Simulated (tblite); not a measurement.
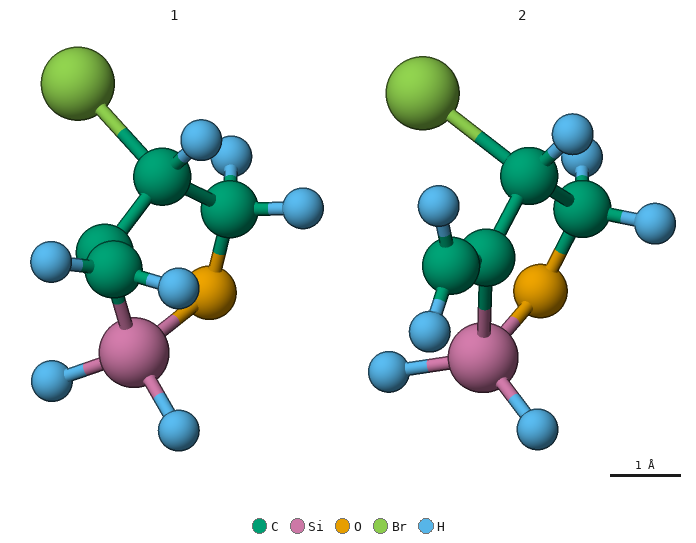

Two geometries of C$_{4}$H$_{7}$BrOSi (charge +1, multiplicity 2), drawn at one scale. One is the start of a relaxation, the other its converged end. A ball-and-stick model, seen from a free direction.

Theory: tblite 0.8.0, GFN2-xTB geometry optimisation, gas phase. 

> Which geometry has the lower energy?

Structure 2 is the relaxed one. Over 101 geometry steps the energy falls by 60.2 kcal/mol. The atom that moves furthest after the best rigid fit is an H atom (1.73 Å). Largest moves by element: H 1.73 Å, C 0.54 Å, Br 0.37 Å, O 0.25 Å, Si 0.13 Å. Some distances before and after: C–Si 1.838 → 2.015 Å, C–C 1.474 → 1.307 Å, O–Si 1.732 → 1.610 Å, C–C 1.458 → 1.528 Å. Bond angles that change, for instance: C–Si–H 115.0° → 98.8°, C–C–C 116.9° → 131.1°, Si–O–C 108.5° → 119.7°. The run took 0.77 s on 1 thread of AMD EPYC 9B14 (shared host).
